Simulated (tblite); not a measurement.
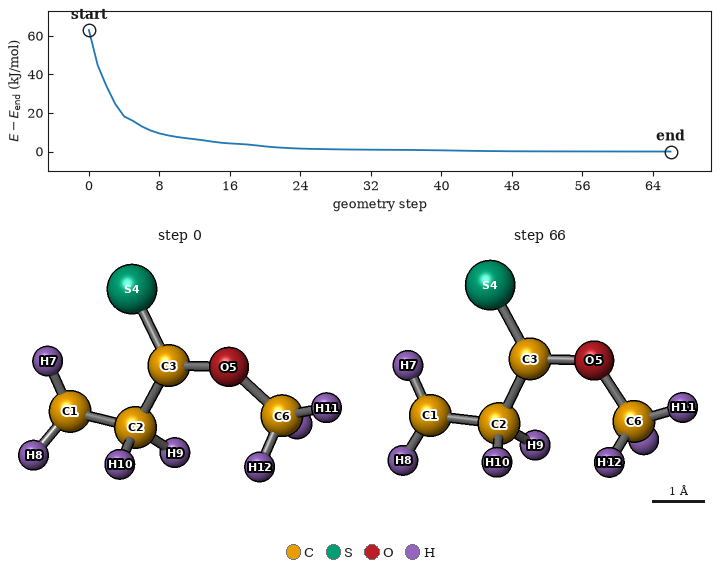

First and last geometry of a relaxation of C4H7OS (multiplicity 2), with the history of the run. The picture is a ball-and-stick view, seen at a tilt.

All numbers below come from GFN2-xTB geometry optimisation, gas phase (tblite 0.8.0). 

Question: Read the history and describe the run.

Answer: It converged. The largest move after the best rigid fit is that of an H atom, 0.40 Å. Largest moves by element: H 0.40 Å, S 0.34 Å, O 0.26 Å, C 0.21 Å. Some distances before and after: C–H 1.133 → 1.094 Å, C–H 1.111 → 1.071 Å, C–O 1.373 → 1.337 Å, C–S 1.662 → 1.628 Å. Bond angles that change, for instance: C–C–H 110.1° → 119.3°, O–C–H 113.3° → 105.4°, C–C–H 114.2° → 120.5°. Groups turn about C–O by about 30°. The energy falls by 63.0 kJ/mol in 66 geometry steps. The run took 0.27 s on 1 thread of Arm Neoverse V2, with other jobs on the host.

```
step  E − E(0), kJ/mol
   0              0.00
   1            -18.29
   2            -29.17
   3            -38.42
   4            -44.79
   5            -47.14
   6            -49.99
   7            -52.11
   8            -53.62
   9            -54.68
  10            -55.48
  13            -57.20
  16            -58.83
  19            -59.85
  22            -61.08
  25            -61.64
  28            -61.89
  31            -62.04
  34            -62.14
  37            -62.24
  39            -62.36
  42            -62.56
  45            -62.76
  48            -62.89
  51            -62.95
  54            -62.97
  57            -62.98
  60            -63.01
  63            -63.02
  66            -63.03
```
